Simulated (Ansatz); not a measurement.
# CH₂FSi radical (SMILES FC=[SiH]): functionals against CCSD(T) at one geometry

The atoms stand at a structure displaced at random from a GFN2-xTB minimum. How far do the functionals agree with CCSD(T) there?

The runs use Ansatz 0.2.0, Gaussian basis; single points in def2-TZVPP.

Correlated methods freeze the cores. Orbitals are unrestricted.

## 1. The system as given

5 atoms, charge 0, spin multiplicity 2.

Atoms are counted from 1 here; the program's logs count them from 0.

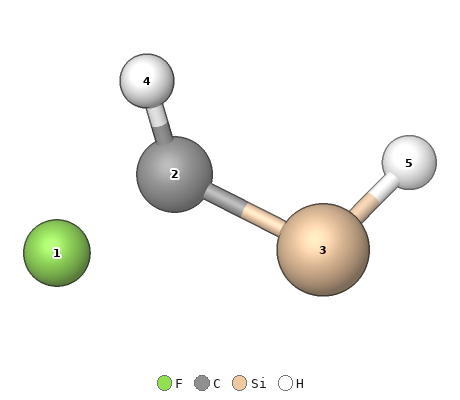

Start geometry, drawn with fluorine green, carbon grey, silicon light orange, hydrogen white; atoms are numbered from 1 in the order of the file.

As a file:

```xyz
5
CH2FSi
F    -0.3669   -1.7863    0.6941
C    -0.2698   -0.4976   -0.1666
Si    1.0101    0.7299    0.3103
H    -1.3634   -0.2450   -0.3629
H     1.0496    1.5915   -0.8916
```

## 2. CCSD(T)/def2-TZVPP

Contents of run/in.yaml:

```yaml
crystal:
  periodic: [false, false, false]
  atoms:
    - {symbol: F, position_ang: [-0.366900, -1.786300, 0.694100]}
    - {symbol: C, position_ang: [-0.269800, -0.497600, -0.166600]}
    - {symbol: Si, position_ang: [1.010100, 0.729900, 0.310300]}
    - {symbol: H, position_ang: [-1.363400, -0.245000, -0.362900]}
    - {symbol: H, position_ang: [1.049600, 1.591500, -0.891600]}
basis:
  gaussian: {orbitals: def2-TZVPP}
magnetization: {spin_polarized: true, initial_magnetization: 1}
correlation: {method: ccsd_t}
scf: {omitted_lower_state_checks: [cluster_reference]}
output: {forces: true}
```

No record of the launch command was kept for these runs.

## 3. PBE0-D4/def2-TZVPP

Changes to run/in.yaml since step 2:

```diff
@@ -11,4 +11,3 @@
 magnetization: {spin_polarized: true, initial_magnetization: 1}
-correlation: {method: ccsd_t}
-scf: {omitted_lower_state_checks: [cluster_reference]}
-output: {forces: true}
+hamiltonian: {xc: pbe0, dispersion: d4}
+output: {forces: true, orbitals: {seedname: orbitals}}
```

## 4. wB97M-V/def2-TZVPP

Changes to run/in.yaml since step 3:

```diff
@@ -11,3 +11,3 @@
 magnetization: {spin_polarized: true, initial_magnetization: 1}
-hamiltonian: {xc: pbe0, dispersion: d4}
-output: {forces: true, orbitals: {seedname: orbitals}}
+hamiltonian: {xc: {name: wB97M-V}}
+output: {forces: true}
```

## 5. r2SCAN-D4/def2-TZVPP

Changes to run/in.yaml since step 4:

```diff
@@ -11,3 +11,3 @@
 magnetization: {spin_polarized: true, initial_magnetization: 1}
-hamiltonian: {xc: {name: wB97M-V}}
+hamiltonian: {xc: r2scan, dispersion: d4}
 output: {forces: true}
```

## 6. PBE-D4/def2-TZVPP

Changes to run/in.yaml since step 5:

```diff
@@ -11,3 +11,3 @@
 magnetization: {spin_polarized: true, initial_magnetization: 1}
-hamiltonian: {xc: r2scan, dispersion: d4}
+hamiltonian: {xc: pbe, dispersion: d4}
 output: {forces: true}
```

## 7. r2SCAN0-D4/def2-TZVPP

Changes to run/in.yaml since step 6:

```diff
@@ -11,3 +11,3 @@
 magnetization: {spin_polarized: true, initial_magnetization: 1}
-hamiltonian: {xc: pbe, dispersion: d4}
+hamiltonian: {xc: {name: r2SCAN0}, dispersion: d4}
 output: {forces: true}
```

## 8. SPW92/def2-TZVPP

Changes to run/in.yaml since step 7:

```diff
@@ -11,3 +11,3 @@
 magnetization: {spin_polarized: true, initial_magnetization: 1}
-hamiltonian: {xc: {name: r2SCAN0}, dispersion: d4}
+hamiltonian: {xc: lda}
 output: {forces: true}
```

(Steps that only read results are left out.)

What does the calculation give? Wanted: energy less free atoms, CCSD(T)/def2-TZVPP; RMS force component; RMS force error; HOMO and LUMO, PBE0-D4; T1 diagnostic.

**Answer**, as computed:

| quantity | value |
| --- | --- |
| energy less free atoms, CCSD(T)/def2-TZVPP | -1424.7 kJ/mol |
| RMS force component | 1.326 to 1.605 eV/Å over the methods |
| RMS force error | PBE0-D4 0.116, wB97M-V 0.084, r2SCAN-D4 0.140, PBE-D4 0.257, r2SCAN0-D4 0.132, SPW92 0.409 eV/Å |
| HOMO and LUMO, PBE0-D4 | -7.15 and -3.73 eV |
| T1 diagnostic | 0.047 |

Against CCSD(T) the functionals' energies less atoms differ by -344.3 to -25.5 kJ/mol, PBE-D4 by -134.8 kJ/mol. CCSD(T) in triple zeta still lacks some correlation energy of the bonds, so part of these gaps is its own basis error and they don't rank the functionals. For forces wB97M-V does best and SPW92 worst. Frozen-core CCSD(T) forces in triple zeta carry basis errors of their own, and this is one geometry, so small gaps rank nothing. The T1 diagnostic is large here, over the usual mark for main-group molecules (transition-metal compounds often pass it harmlessly), so CCSD(T) itself may be off. The unrestricted reference is spin-contaminated, which hurts MP2 most.
